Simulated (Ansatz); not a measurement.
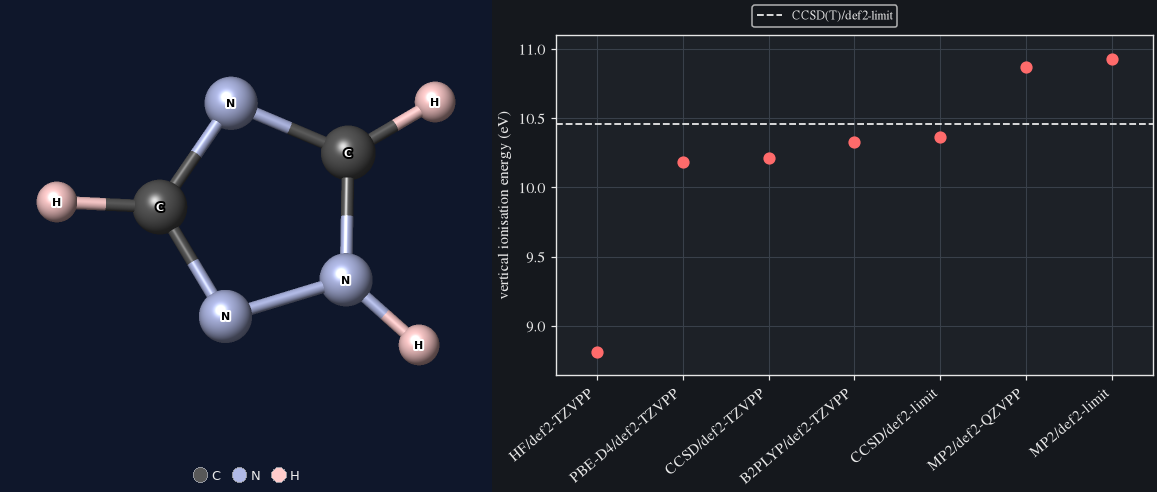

Vertical ionisation energy of C₂H₃N₃, SMILES c1nc[nH]n1, taken as the energy of the cation less that of the neutral at fixed geometry (unrestricted doublet cation, cores frozen in correlated methods, no spin-orbit coupling), the Ansatz code 0.2.0, at a PBE0-D4/def2-TZVP geometry (a minimum by its frequencies). Limit means an estimate of the basis limit from triple and quadruple zeta; for coupled cluster it is either extrapolated directly or built as the MP2 limit plus the step from MP2 in triple zeta. B2PLYP/def2-TZVPP holds a correlation term that converges slowly with the basis, so part of the distance to the limit is basis error. The distance of CCSD/def2-TZVPP and MP2/def2-QZVPP to the limit includes basis error.

Q: What range do the values span, the line included?

A: From 8.81 eV (HF/def2-TZVPP) to 10.93 eV (MP2/def2-limit).

Q: Give the values.

A:
```tsv
level	eV	less CCSD(T)/def2-limit
HF/def2-TZVPP	8.81	−1.65
PBE-D4/def2-TZVPP	10.18	−0.28
CCSD/def2-TZVPP	10.21	−0.24
B2PLYP/def2-TZVPP	10.32	−0.13
CCSD/def2-limit	10.37	−0.09
MP2/def2-QZVPP	10.87	0.41
MP2/def2-limit	10.93	0.47
CCSD(T)/def2-limit	10.46	0.00
```
